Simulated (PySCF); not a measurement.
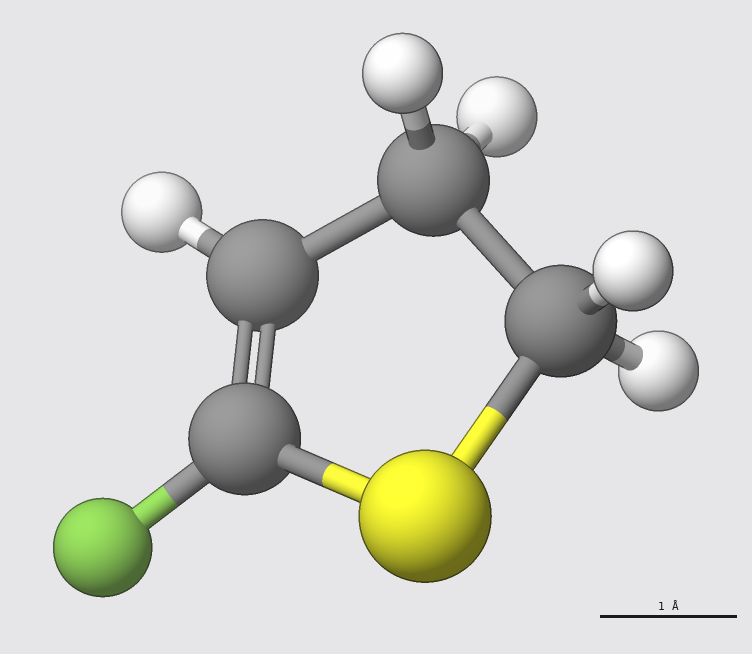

Ball-and-stick drawing of a structure. Colours: fluorine green, carbon grey, sulfur yellow, hydrogen white.

Computed geometry: GFN2-xTB optimisation. No frequency run is at hand to confirm it as a minimum.

> What is the molecular formula?

C₄H₅FS, 11 atoms: 4 carbon, 5 hydrogen, 1 fluorine and 1 sulfur.

> What is its SMILES?

FC1=CCCS1

> Name some functional groups or characteristic bonds that it holds.

Among them: alkene, thioether, C–F bond.

More results for the same structure follow; atom numbers are the same in all pictures, views and colours differ.

**Shape**

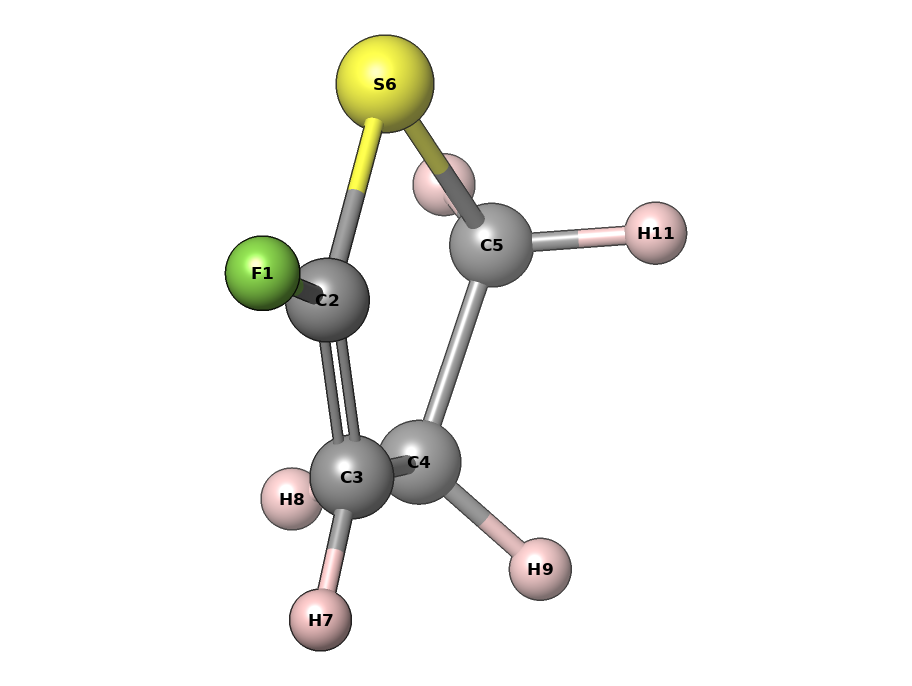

C4 lies behind C3. The molecule seen a little off the C3–C4 bond, C3 in front. Atoms fade into the background with distance from the viewer. No frequency run is at hand to confirm it as a minimum.

> What is the torsion angle C2–C3–C4–C5? The sign is positive where the front bond must turn clockwise to cover the back bond.

14°, synperiplanar (eclipsed).

**Electronic properties**

No frequency run is at hand to confirm it as a minimum. Properties computed with PBE0/def2-SVPD, gas phase (PySCF 2.14.0). Excitations: vertical, linear response.

What does the calculation give?

- dipole moment: 2.83 D
- HOMO energy (Kohn–Sham orbital): −6.13 eV
- LUMO energy (Kohn–Sham orbital): 0.03 eV
- HOMO–LUMO gap: 6.16 eV
- mean static polarisability: 64.8 bohr³
- lowest vertical singlet excitation: 4.62 eV
- its oscillator strength: 0.001
- brightest of the 6 lowest singlets: 5.68 eV
- its oscillator strength: 0.10

**Bond orders**

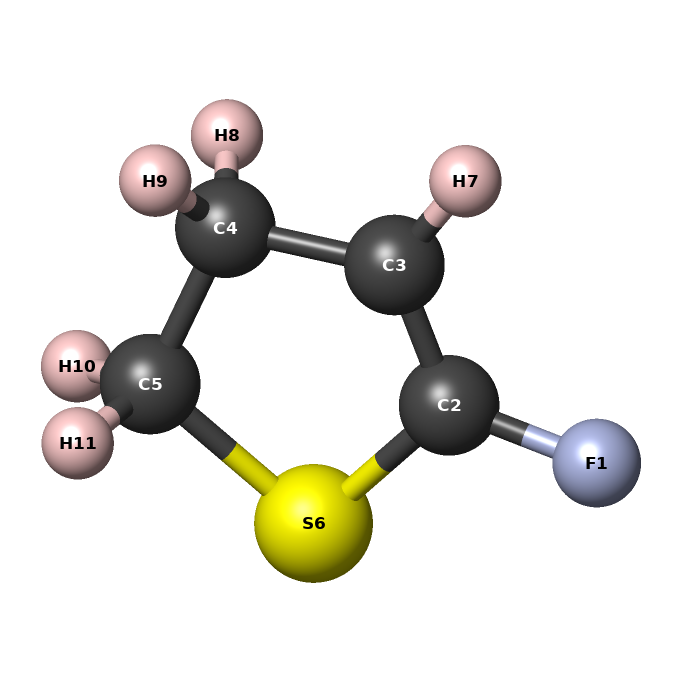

Every bond is drawn as one stick. No frequency run is at hand to confirm it as a minimum. Computed with PBE0/pcSseg-1 (PySCF 2.14.0).

> Which bond has the highest Mayer bond order?

C2–C3, 1.78, at a length of 1.325 Å.

List the Mayer bond orders of F1–C2, C2–C3, C2–S6, C3–C4, C3–H7, C4–C5, C4–H8, C4–H9, C5–S6, C5–H10, C5–H11.

```csv
bond,Mayer order,length (Å)
F1–C2,0.97,1.331
C2–C3,1.78,1.325
C2–S6,1.03,1.759
C3–C4,1.02,1.497
C3–H7,0.95,1.075
C4–C5,1.00,1.532
C4–H8,0.94,1.095
C4–H9,0.94,1.091
C5–S6,0.98,1.834
C5–H10,0.94,1.087
C5–H11,0.94,1.090
```

**Ring current**

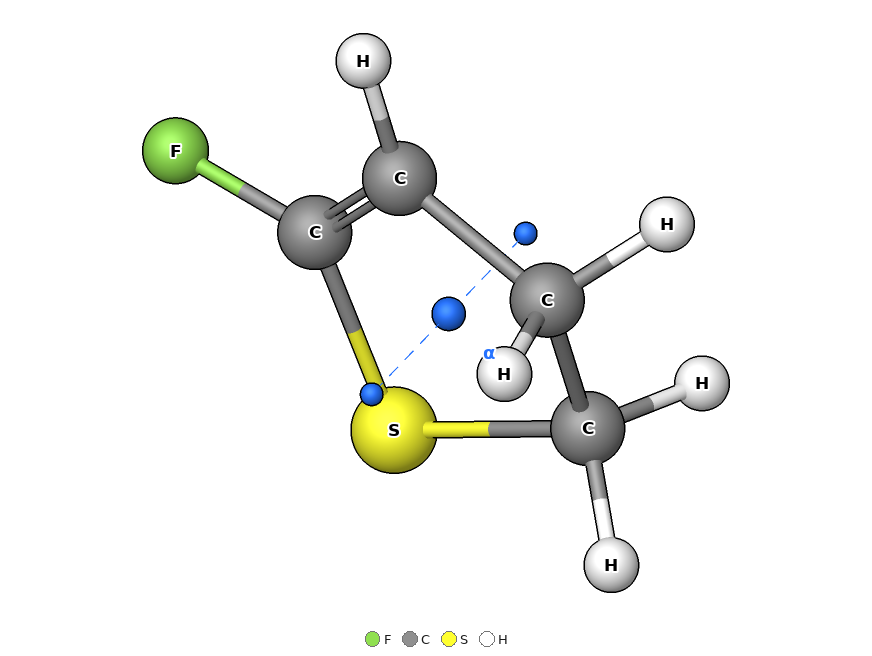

The small points mark where nucleus-independent chemical shifts (NICS) were computed: at the centre of each lettered ring and 1 Å above and below it. No frequency run is at hand to confirm it as a minimum. Level of theory: GIAO PBE0/pcSseg-1 NMR shielding, non-relativistic, gas phase (PySCF 2.14.0).

Give NICS(0), NICS(1) and the out-of-plane component NICS(1)zz for each ring (means of the two sides).

```tsv
ring	members	NICS(0)	NICS(1)	NICS(1)zz
α	C4S	−6.4	−2.4	0.6
```

Values in ppm.

> What do the values say about the ring currents?

Ring α: weak, as in a non-aromatic ring. NICS is one index among several.
